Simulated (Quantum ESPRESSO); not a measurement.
**Collinear magnetic orders of Ba2Fe2Se2OF2 with Quantum ESPRESSO**

Aim: find out which collinear order of Ba2Fe2Se2OF2 costs least.

Program: Quantum ESPRESSO 7.5. Level of theory: PBEsol; plane waves with GBRV 1.5 PBEsol potentials, no spin-orbit coupling. Results are calculated unless marked as measured.

## (1) Starting point

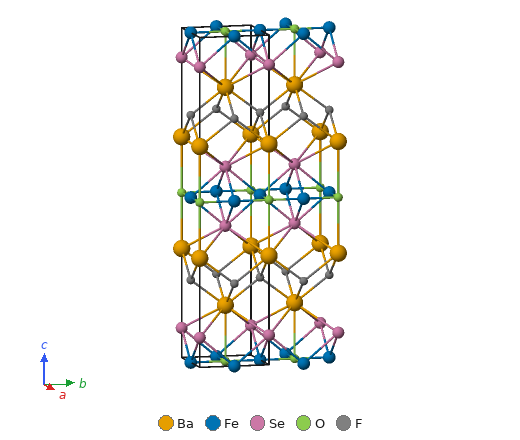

The starting structure, seen slightly off an axis (barium orange, iron blue, selenium pink, oxygen green, fluorine grey). 1×2×1 cells are drawn. This picture shows the conventional cell, with its axes. Some periodic images of atoms are drawn too.

The cell comes from the Crystallography Open Database.

## (2) Run 1 (ferro ++)

The signs are those of the starting moments on the seeded atoms, the atoms that are given a moment.

pw.in reads:

```
&CONTROL
  calculation = 'scf'
  prefix = 'pwscf'
  outdir = './tmp'
  pseudo_dir = './pseudo'
  disk_io = 'nowf'
/
&SYSTEM
  ibrav = 0
  celldm(1) = 8
  nat = 9
  ntyp = 5
  ecutwfc = 40
  ecutrho = 280
  nbnd = 59
  occupations = 'smearing'
  smearing = 'fd'
  degauss = 0.00367493
  nspin = 2
  starting_magnetization(1) = 0
  starting_magnetization(2) = 0.25
  starting_magnetization(3) = 0
  starting_magnetization(4) = 0
  starting_magnetization(5) = 0
/
&ELECTRONS
  conv_thr = 1.8d-08
  electron_maxstep = 150
  mixing_beta = 0.3
/
ATOMIC_SPECIES
Ba    137.3270 ba_pbesol_v1.uspp.F.UPF
Fe     55.8450 fe_pbesol_v1.5.uspp.F.UPF
Se     78.9710 se_pbesol_v1.uspp.F.UPF
O      15.9990 o_pbesol_v1.2.uspp.F.UPF
F      18.9984 f_pbesol_v1.4.uspp.F.UPF
CELL_PARAMETERS alat
  -0.4954153251472    0.4954153251472    2.3057020878090
   0.4954153251472   -0.4954153251472    2.3057020878090
   0.4954153251472    0.4954153251472   -2.3057020878090
ATOMIC_POSITIONS crystal
Ba      0.6694250000    0.6694250000    0.0000000000
Ba      0.3305750000    0.3305750000    0.0000000000
Fe      0.0000000000    0.5000000000    0.5000000000
Fe      0.5000000000    0.0000000000    0.5000000000
Se      0.0898200000    0.0898200000    0.0000000000
Se      0.9101800000    0.9101800000    0.0000000000
O       0.5000000000    0.5000000000    0.0000000000
F       0.2500000000    0.7500000000    0.5000000000
F       0.7500000000    0.2500000000    0.5000000000
K_POINTS automatic
6 6 6 0 0 0
```

Launch:

```console
$ OMP_NUM_THREADS=1 mpirun -n 4 pw.x -nk 4 -in pw.in > pw.out
```

The log of the run:

```text
Program PWSCF v.7.5 starts

     Message from routine setup:
     using ibrav=0 with symmetry is DISCOURAGED, use correct ibrav instead

     K-points division:     npool     =       4
     Subspace diagonalization in iterative solution of the eigenvalue problem:

     G-vector sticks info
     --------------------
     sticks:   dense  smooth     PW     G-vecs:    dense   smooth      PW
     Sum        4611    2629    911                91755    39539    8099

     Using Slab Decomposition

     bravais-lattice index     =            0
     lattice parameter (alat)  =       8.0000  a.u.
     unit-cell volume          =    1158.9695 (a.u.)^3
     number of atoms/cell      =            9
     number of atomic types    =            5
     number of electrons       =        84.00
     number of Kohn-Sham states=           59
     kinetic-energy cutoff     =      40.0000  Ry
     charge density cutoff     =     280.0000  Ry
     scf convergence threshold =      1.8E-08
     mixing beta               =       0.3000
     number of iterations used =            8  plain     mixing
     Exchange-correlation= SLA  PW   PSX  PSC
                           (   1   4  10   8   0   0   0)

     celldm(1)=   8.000000  celldm(2)=   0.000000  celldm(3)=   0.000000
     celldm(4)=   0.000000  celldm(5)=   0.000000  celldm(6)=   0.000000

     crystal axes: (cart. coord. in units of alat)
               a(1) = (  -0.495415   0.495415   2.305702 )
               a(2) = (   0.495415  -0.495415   2.305702 )
               a(3) = (   0.495415   0.495415  -2.305702 )

     reciprocal axes: (cart. coord. in units 2 pi/alat)
               b(1) = (  0.000000  1.009254  0.216854 )
               b(2) = (  1.009254  0.000000  0.216854 )
               b(3) = (  1.009254  1.009254  0.000000 )

     PseudoPot. # 1 for Ba read from file:
     ba_pbesol_v1.uspp.F.UPF
     Pseudo is Ultrasoft + core correction, Zval = 10.0
     Generated by new atomic code, or converted to UPF format
     Using radial grid of  907 points,  7 beta functions with:
                l(1) =   0
                l(2) =   0
                l(3) =   1
                l(4) =   1
                l(5) =   2
                l(6) =   2
                l(7) =   3
     Q(r) pseudized with  6 coefficients,  rinner =    1.700   1.700   1.700
                                                       1.700   1.700   1.700
                                                       1.700

     PseudoPot. # 2 for Fe read from file:
     fe_pbesol_v1.5.uspp.F.UPF
     Pseudo is Ultrasoft + core correction, Zval = 16.0
     Generated by new atomic code, or converted to UPF format
     Using radial grid of  861 points,  6 beta functions with:
                l(1) =   0
                l(2) =   0
                l(3) =   1
                l(4) =   1
                l(5) =   2
                l(6) =   2
     Q(r) pseudized with  8 coefficients,  rinner =    1.000   1.000   1.000
                                                       1.000   1.000

     PseudoPot. # 3 for Se read from file:
     se_pbesol_v1.uspp.F.UPF
     Pseudo is Ultrasoft + core correction, Zval =  6.0
     Generated by new atomic code, or converted to UPF format
     Using radial grid of  877 points,  6 beta functions with:
                l(1) =   0
                l(2) =   0
                l(3) =   1
                l(4) =   1
                l(5) =   2
                l(6) =   2
     Q(r) pseudized with  8 coefficients,  rinner =    1.300   1.300   1.300
                                                       1.300   1.300

     PseudoPot. # 4 for O  read from file:
     o_pbesol_v1.2.uspp.F.UPF
     Pseudo is Ultrasoft + core correction, Zval =  6.0
     Generated by new atomic code, or converted to UPF format
     Using radial grid of  737 points,  5 beta functions with:
                l(1) =   0
                l(2) =   0
                l(3) =   1
                l(4) =   1
                l(5) =   2
     Q(r) pseudized with  8 coefficients,  rinner =    0.900   0.900   0.900
                                                       0.900   0.900

     PseudoPot. # 5 for F  read from file:
     f_pbesol_v1.4.uspp.F.UPF
     Pseudo is Ultrasoft, Zval =  7.0
     Generated by new atomic code, or converted to UPF format
     Using radial grid of  799 points,  4 beta functions with:
                l(1) =   0
                l(2) =   0
                l(3) =   1
                l(4) =   1
     Q(r) pseudized with  8 coefficients,  rinner =    0.950   0.950   0.950

     atomic species   valence    mass     pseudopotential
     Ba               10.00   137.32700     Ba( 1.00)
     Fe               16.00    55.84500     Fe( 1.00)
     Se                6.00    78.97100     Se( 1.00)
     O                 6.00    15.99900     O ( 1.00)
     F                 7.00    18.99840     F ( 1.00)

     Starting magnetic structure
     atomic species   magnetization
     Ba              0.000
     Fe              0.250
     Se              0.000
     O               0.000
     F               0.000

     16 Sym. Ops., with inversion, found

   Cartesian axes

     site n.     atom                  positions (alat units)
         1        Ba     tau(   1) = (   0.0000000   0.0000000   3.0869892  )
         2        Ba     tau(   2) = (  -0.0000000  -0.0000000   1.5244149  )
         3        Fe     tau(   3) = (   0.4954153   0.0000000   0.0000000  )
         4        Fe     tau(   4) = (   0.0000000   0.4954153   0.0000000  )
         5        Se     tau(   5) = (   0.0000000   0.0000000   0.4141963  )
         6        Se     tau(   6) = (   0.0000000   0.0000000   4.1972079  )
         7        O      tau(   7) = (   0.0000000   0.0000000   2.3057021  )
         8        F      tau(   8) = (   0.4954153   0.0000000   1.1528510  )
         9        F      tau(   9) = (   0.0000000   0.4954153   1.1528510  )

     number of k points=    30  Fermi-Dirac smearing, width (Ry)=  0.0037
                       cart. coord. in units 2pi/alat
        k(    1) = (   0.0000000   0.0000000   0.0000000), wk =   0.0046296
        k(    2) = (   0.1682090   0.1682090   0.0000000), wk =   0.0185185
        k(    3) = (   0.3364181   0.3364181   0.0000000), wk =   0.0185185
        k(    4) = (  -0.5046271  -0.5046271   0.0000000), wk =   0.0092593
        k(    5) = (   0.1682090   0.0000000   0.0361423), wk =   0.0370370
        [... 25 further k-points ...]

     Dense  grid:    91755 G-vectors     FFT dimensions: ( 108, 108, 108)

     Smooth grid:    39539 G-vectors     FFT dimensions: (  80,  80,  80)

     Check: negative core charge=   -0.000013
     Generating pointlists ...
     new r_m :   0.2554 (alat units)  2.0436 (a.u.) for type    1
     new r_m :   0.2044 (alat units)  1.6349 (a.u.) for type    2
     new r_m :   0.2664 (alat units)  2.1310 (a.u.) for type    3
     new r_m :   0.2044 (alat units)  1.6349 (a.u.) for type    4
     new r_m :   0.2554 (alat units)  2.0436 (a.u.) for type    5

     Initial potential from superposition of free atoms

     starting charge      81.9722, renormalised to      84.0000

     negative rho (up, down):  9.842E-02 9.842E-02
     Starting wfcs are   72 randomized atomic wfcs

     Self-consistent Calculation

     iteration #  1     ecut=    40.00 Ry     beta= 0.30
     Davidson diagonalization with overlap
     ethr =  1.00E-02,  avg # of iterations =  4.7

     negative rho (up, down):  9.419E-02 9.420E-02

     total energy              =    -817.46021231 Ry
     estimated scf accuracy    <      88.19346345 Ry

     total magnetization       =     0.18 Bohr mag/cell
     absolute magnetization    =     0.96 Bohr mag/cell

     iteration #  2     ecut=    40.00 Ry     beta= 0.30
     Davidson diagonalization with overlap
     ethr =  1.00E-02,  avg # of iterations =  7.3

     negative rho (up, down):  6.915E-02 6.940E-02

     total energy              =    -831.74426121 Ry
     estimated scf accuracy    <     618.81169355 Ry

     total magnetization       =     0.02 Bohr mag/cell
     absolute magnetization    =     0.18 Bohr mag/cell

     iteration #  3     ecut=    40.00 Ry     beta= 0.30
     Davidson diagonalization with overlap
     ethr =  1.00E-02,  avg # of iterations =  7.5

     negative rho (up, down):  7.344E-02 7.357E-02

     total energy              =    -856.76318880 Ry
     estimated scf accuracy    <      33.14685519 Ry

     total magnetization       =     3.55 Bohr mag/cell
     absolute magnetization    =     3.91 Bohr mag/cell

     [... further iterations left out ...]

     iteration # 14     ecut=    40.00 Ry     beta= 0.30
     Davidson diagonalization with overlap
     ethr =  2.78E-08,  avg # of iterations =  2.0

     negative rho (up, down):  8.847E-02 8.871E-02

     total energy              =    -857.44253673 Ry
     estimated scf accuracy    <       0.00000294 Ry

     total magnetization       =     8.00 Bohr mag/cell
     absolute magnetization    =     8.06 Bohr mag/cell

     iteration # 15     ecut=    40.00 Ry     beta= 0.30
     Davidson diagonalization with overlap
     ethr =  3.50E-09,  avg # of iterations =  2.8

     negative rho (up, down):  8.849E-02 8.873E-02

     total energy              =    -857.44253825 Ry
     estimated scf accuracy    <       0.00000054 Ry

     total magnetization       =     8.00 Bohr mag/cell
     absolute magnetization    =     8.06 Bohr mag/cell

     iteration # 16     ecut=    40.00 Ry     beta= 0.30
     Davidson diagonalization with overlap
     ethr =  6.47E-10,  avg # of iterations =  3.0

     negative rho (up, down):  8.850E-02 8.874E-02

     total energy              =    -857.44253855 Ry
     estimated scf accuracy    <       0.00000014 Ry

     total magnetization       =     8.00 Bohr mag/cell
     absolute magnetization    =     8.06 Bohr mag/cell

     iteration # 17     ecut=    40.00 Ry     beta= 0.30
     Davidson diagonalization with overlap
     ethr =  1.67E-10,  avg # of iterations =  3.3

     negative rho (up, down):  8.850E-02 8.874E-02

     Magnetic moment per site  (integrated on atomic sphere of radius R)
     atom   1 (R=0.255)  charge=  6.2534  magn=  0.0115
     atom   2 (R=0.255)  charge=  6.2534  magn=  0.0115
     atom   3 (R=0.204)  charge= 13.3970  magn=  3.2635
     atom   4 (R=0.204)  charge= 13.3970  magn=  3.2635
     atom   5 (R=0.266)  charge=  4.3764  magn=  0.1837
     atom   6 (R=0.266)  charge=  4.3764  magn=  0.1837
     atom   7 (R=0.204)  charge=  5.6239  magn=  0.3022
     atom   8 (R=0.255)  charge=  7.3582  magn=  0.0039
     atom   9 (R=0.255)  charge=  7.3582  magn=  0.0039

     End of self-consistent calculation

     [... lines left out ...]
     the Fermi energy is     9.4955 ev

!    total energy              =    -857.44253867 Ry
     estimated scf accuracy    <       0.00000001 Ry
     smearing contrib. (-TS)   =      -0.00188738 Ry
     internal energy E=F+TS    =    -857.44065129 Ry

     The total energy is F=E-TS. E is the sum of the following terms:
     one-electron contribution =    -581.56498838 Ry
     hartree contribution      =     330.55761860 Ry
     xc contribution           =    -197.86992790 Ry
     ewald contribution        =    -408.56335361 Ry

     total magnetization       =     8.00 Bohr mag/cell
     absolute magnetization    =     8.06 Bohr mag/cell

     convergence has been achieved in  17 iterations

=------------------------------------------------------------------------------=
   JOB DONE.
=------------------------------------------------------------------------------=
```

Elapsed: 5.6 min, on 4 MPI ranks of AMD EPYC 9R14 (Zen 4), shared host; peak memory 2.2 GiB.

Spin moment in the atom's sphere by atom:

| atom | spin moment in the atom's sphere (μB) |
| --- | --- |
| Ba1 | 0.01 |
| Ba2 | 0.01 |
| Fe3 | 3.26 |
| Fe4 | 3.26 |
| Se5 | 0.18 |
| Se6 | 0.18 |
| O7 | 0.30 |
| F8 | 0.00 |
| F9 | 0.00 |

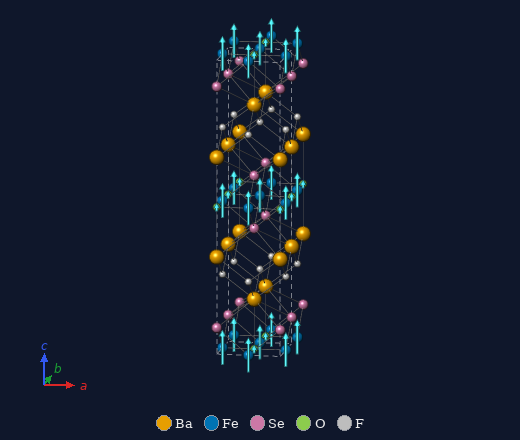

Spin moment in the atom's sphere as arrows, the longest 3.26 μB. Up and down stand for the sign. Arrows give size and sign along the axis of quantisation, drawn up and down the page. Each arrow also spans its atom, so small moments look longer than they are. 1×2×1 conventional cells are drawn. Some periodic images of atoms are drawn too.

Read from the output:

* smearing term TS: 0.02568 eV
* magnetization: 7.999 μB
* absolute magnetization: 8.057 μB
* final state: ferromagnetic

(Continued in part 2 of 2.)

[Logs and program files are shortened in this print: banners, set-up blocks, solver, clock and traceback lines can be left out without a mark of their own.]

[Logs are printed without paths, hosts, clocks, repeated set-up lines and the standing remarks that a program may print on its own settings, such as how far it seeks lower states.]

[Hosts, paths, dates, database ids (printed as entryN), source tags and the programs' standing remarks are cut or masked in the printed files.]

[Where a cell is said to come from a database of computed structures, the database is the Materials Project.]
